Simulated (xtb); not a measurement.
# C2H8GeS: energy and gradient calculation

C2H8GeS, SMILES C[S][GeH2][CH3], computed with GFN1-xTB (xtb 6.7.1).

The geometry comes from this level: PBE0-D4/def2-TZVP.

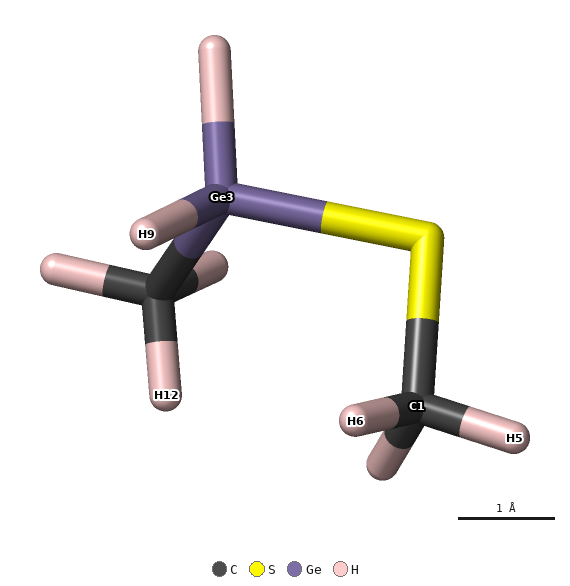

Fig. 1: The structure (stick view, seen at a tilt; atoms are numbered from 1 in the order of the input). Sticks mark near contacts.

**The input (in.coord)**
```
$coord angs
     0.4042000     2.0195000     0.2619000  C
    -0.7550000     1.3683000    -0.9714000  S
    -1.0626000    -0.6686000    -0.1469000  Ge
     0.5829000    -1.7153000    -0.2191000  C
     0.5986000     3.0580000    -0.0060000  H
    -0.0277000     1.9927000     1.2631000  H
     1.3494000     1.4765000     0.2516000  H
    -2.1653000    -1.2957000    -1.0155000  H
    -1.5431000    -0.5381000     1.3143000  H
     0.4061000    -2.7181000     0.1743000  H
     0.9270000    -1.7924000    -1.2507000  H
     1.3626000    -1.2419000     0.3786000  H
$end
```

Run on 1 thread of AMD EPYC 7571, 176 GiB of memory available, shared host.

Launch command:
```bash
xtb in.coord --grad --gfn 1 --json --parallel 1 > run.log 2> xtb.err
```

**Output**
```
* xtb version 6.7.1
   ID    Z sym.   atoms
    1    6 C      1, 4
    2   16 S      2
    3   32 Ge     3
    4    1 H      5-12

           -------------------------------------------------
          |                Calculation Setup                |
           -------------------------------------------------

          program call               : xtb in.coord --grad --gfn 1 --json --parallel 1
          coordinate file            : in.coord
          omp threads                :                     1

           -------------------------------------------------
          |                 G F N 1 - x T B                 |
           -------------------------------------------------

      * Hamiltonian:
        H0-scaling (s, p, d)           1.850000    2.250000    2.000000
        zeta-weighting                 0.000000
      * Dispersion:
        s8                             2.400000
        a1                             0.630000
        a2                             5.000000
        s9                             0.000000
      * Repulsion:
        kExp                           1.500000
        rExp                           1.000000
      * Coulomb:
        alpha                          2.000000
        third order                    atomic
        anisotropic                    false
      * Halogen bond correction:
        rad-scale                      1.300000
        damping                        0.440000

          ...................................................
          :                      SETUP                      :
          :.................................................:
          :  # basis functions                  44          :
          :  # atomic orbitals                  42          :
          :  # shells                           26          :
          :  # electrons                        26          :
          :  # halogen bonds                     0          :
          :  max. iterations                   250          :
          :  Hamiltonian                  GFN1-xTB          :
          :  restarted?                      false          :
          :  GBSA solvation                  false          :
          :  PC potential                    false          :
          :  electronic temp.          300.0000000     K    :
          :  accuracy                    1.0000000          :
          :  -> integral cutoff          0.2500000E+02      :
          :  -> integral neglect         0.1000000E-07      :
          :  -> SCF convergence          0.1000000E-05 Eh   :
          :  -> wf. convergence          0.2000000E-04 e    :
          :  Broyden damping             0.4000000          :
          :  net charge                          0          :
          :  unpaired electrons                  0          :
          ...................................................

 iter      E             dE          RMSdq      gap      omega  full diag
   1    -14.0003252 -0.140003E+02  0.640E+00    5.28       0.0  T
   2    -14.0300722 -0.297470E-01  0.378E+00    5.11       1.0  T
   3    -13.9008171  0.129255E+00  0.241E+00    5.51       1.0  T
   4    -14.0546489 -0.153832E+00  0.518E-01    5.30       1.0  T
   5    -14.0567253 -0.207641E-02  0.903E-02    5.34       1.0  T
   6    -14.0568433 -0.118056E-03  0.282E-02    5.33       1.0  T
   7    -14.0568396  0.374615E-05  0.162E-02    5.34       1.8  T
   8    -14.0568424 -0.277574E-05  0.118E-02    5.33       2.4  T
   9    -14.0568449 -0.247835E-05  0.308E-03    5.33       9.4  T
  10    -14.0568451 -0.206537E-06  0.632E-04    5.33      45.7  T
  11    -14.0568451 -0.584663E-08  0.363E-04    5.33      79.6  T
  12    -14.0568451 -0.298617E-08  0.183E-05    5.33    1573.7  T
  13    -14.0568451 -0.729727E-11  0.352E-06    5.33    8209.3  T

   *** convergence criteria satisfied after 13 iterations ***

         #    Occupation            Energy/Eh            Energy/eV
      -------------------------------------------------------------
         1        2.0000           -0.8591821             -23.3795
       ...           ...                  ...                  ...
         7        2.0000           -0.5243799             -14.2691
         8        2.0000           -0.5212035             -14.1827
         9        2.0000           -0.5049547             -13.7405
        10        2.0000           -0.4650322             -12.6542
        11        2.0000           -0.4556449             -12.3987
        12        2.0000           -0.4405882             -11.9890
        13        2.0000           -0.4124393             -11.2230 (HOMO)
        14                         -0.2164423              -5.8897 (LUMO)
        15                         -0.1961278              -5.3369
        16                         -0.1785002              -4.8572
        17                         -0.1592426              -4.3332
        18                         -0.1453424              -3.9550
       ...                                ...                  ...
        42                          0.5774823              15.7141
      -------------------------------------------------------------
                  HL-Gap            0.1959971 Eh            5.3334 eV
             Fermi-level           -0.3144408 Eh           -8.5564 eV

 SCC (total)                   0 d,  0 h,  0 min,  0.035 sec
 SCC setup                      ...        0 min,  0.000 sec (  0.547%)
 Dispersion                     ...        0 min,  0.000 sec (  0.264%)
 classical contributions        ...        0 min,  0.000 sec (  0.118%)
 integral evaluation            ...        0 min,  0.008 sec ( 22.899%)
 iterations                     ...        0 min,  0.011 sec ( 32.175%)
 molecular gradient             ...        0 min,  0.015 sec ( 42.973%)
 printout                       ...        0 min,  0.000 sec (  0.927%)

         :::::::::::::::::::::::::::::::::::::::::::::::::::::
         ::                     SUMMARY                     ::
         :::::::::::::::::::::::::::::::::::::::::::::::::::::
         :: total energy             -13.929690321153 Eh    ::
         :: gradient norm              0.032064077552 Eh/a0 ::
         :: HOMO-LUMO gap              5.333351378816 eV    ::
         ::.................................................::
         :: SCC energy               -14.056845068970 Eh    ::
         :: -> electrostatic           0.014853219176 Eh    ::
         :: repulsion energy           0.131405867599 Eh    ::
         :: dispersion energy         -0.004251119782 Eh    ::
         :: halogen bond corr.         0.000000000000 Eh    ::
         :: add. restraining           0.000000000000 Eh    ::
         :: total charge              -0.000000000000 e     ::
         :::::::::::::::::::::::::::::::::::::::::::::::::::::

           -------------------------------------------------
          |                Property Printout                |
           -------------------------------------------------

    * Orbital Energies and Occupations

         #    Occupation            Energy/Eh            Energy/eV
      -------------------------------------------------------------
         1        2.0000           -0.8591821             -23.3795
         2        2.0000           -0.6412682             -17.4498
         3        2.0000           -0.6379594             -17.3598
         4        2.0000           -0.6051561             -16.4671
         5        2.0000           -0.5405337             -14.7087
         6        2.0000           -0.5370306             -14.6133
         7        2.0000           -0.5243799             -14.2691
         8        2.0000           -0.5212035             -14.1827
         9        2.0000           -0.5049547             -13.7405
        10        2.0000           -0.4650322             -12.6542
        11        2.0000           -0.4556449             -12.3987
        12        2.0000           -0.4405882             -11.9890
        13        2.0000           -0.4124393             -11.2230 (HOMO)
        14                         -0.2164423              -5.8897 (LUMO)
        15                         -0.1961278              -5.3369
        16                         -0.1785002              -4.8572
        17                         -0.1592426              -4.3332
        18                         -0.1453424              -3.9550
        19                         -0.1308258              -3.5600
        20                         -0.1107462              -3.0136
        21                         -0.1007054              -2.7403
        22                         -0.0833332              -2.2676
        23                         -0.0744078              -2.0247
        24                         -0.0638600              -1.7377
       ...                                ...                  ...
        42                          0.5774823              15.7141
      -------------------------------------------------------------
                  HL-Gap            0.1959971 Eh            5.3334 eV
             Fermi-level           -0.3144408 Eh           -8.5564 eV

  Mulliken/CM5 charges         n(s)   n(p)   n(d)
     1C    -0.00946 -0.14117   1.015  2.995  0.000
     2S    -0.12823 -0.15674   1.937  4.202 -0.011
     3Ge    0.16477  0.02075   1.384  2.014  0.437
     4C    -0.16055 -0.29371   1.043  3.118  0.000
     5H     0.03647  0.08946   0.964  0.000  0.000
     6H     0.03379  0.08690   0.966  0.000  0.000
     7H     0.03058  0.08371   0.969  0.000  0.000
     8H    -0.05260  0.00772   1.053  0.000  0.000
     9H    -0.06109 -0.00166   1.061  0.000  0.000
    10H     0.04884  0.10136   0.951  0.000  0.000
    11H     0.05030  0.10327   0.950  0.000  0.000
    12H     0.04719  0.10012   0.953  0.000  0.000

Wiberg/Mayer (AO) data.
largest (>0.10) Wiberg bond orders for each atom

 ---------------------------------------------------------------------------
     #   Z sym  total        # sym  WBO       # sym  WBO       # sym  WBO
 ---------------------------------------------------------------------------
     1   6 C    3.984 --     5 H    0.992     7 H    0.990     6 H    0.989
                             2 S    0.967
     2  16 S    2.328 --     3 Ge   1.231     1 C    0.967
     3  32 Ge   4.210 --     2 S    1.231     4 C    1.003     8 H    0.908
                             9 H    0.904
     4   6 C    3.979 --     3 Ge   1.003    10 H    0.959    12 H    0.951
                            11 H    0.951
     5   1 H    1.013 --     1 C    0.992
     6   1 H    1.010 --     1 C    0.989
     7   1 H    1.012 --     1 C    0.990
     8   1 H    0.997 --     3 Ge   0.908
     9   1 H    0.996 --     3 Ge   0.904
    10   1 H    1.000 --     4 C    0.959
    11   1 H    1.000 --     4 C    0.951
    12   1 H    1.000 --     4 C    0.951
 ---------------------------------------------------------------------------

Topologies differ in total number of bonds
Writing topology from bond orders to xtbtopo.mol

 dipole moment from electron density (au)
     X       Y       Z
   0.7542  -0.1455   0.4261  total (Debye):    2.233

           -------------------------------------------------
          | TOTAL ENERGY              -13.929690321153 Eh   |
          | GRADIENT NORM               0.032064077552 Eh/α |
          | HOMO-LUMO GAP               5.333351378816 eV   |
           -------------------------------------------------

------------------------------------------------------------------------
------------------------------------------------------------------------
 total:
 *  cpu-time:     0 d,  0 h,  0 min,  0.053 sec
 * ratio c/w:     0.981 speedup
 SCF:
 *  cpu-time:     0 d,  0 h,  0 min,  0.035 sec
 * ratio c/w:     0.986 speedup
```

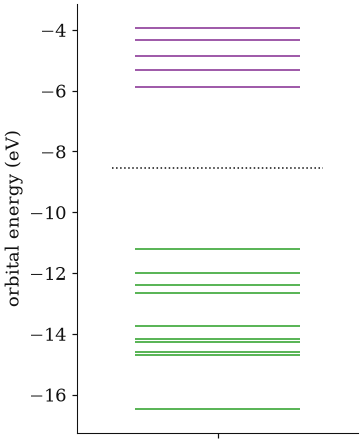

Fig. 2: Orbital energies near the frontier; the dotted line parts filled from empty levels, and levels within 0.02 eV of each other stand side by side. Highest filled −11.22 eV, lowest empty −5.89 eV, 5.33 eV apart.

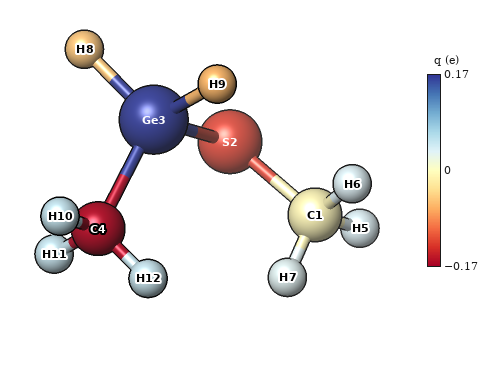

Fig. 3: Mulliken charges, as the colour of each atom (ball-and-stick view, seen at a tilt; atoms are numbered from 1 in the order of the input). By element: C −0.16 to −0.01, S −0.13, Ge +0.16 and H −0.06 to +0.05 e.

**Summary**

- outcome: converged
- electrons treated: 26
- total energy: −13.929690 hartree
- dispersion energy: −0.004251 hartree
- basis functions: 44
- largest force: 0.906 eV/Å
- HOMO: −11.22 eV
- LUMO: −5.89 eV
- dipole moment: 2.23 D
- peak memory: 0.068 GiB
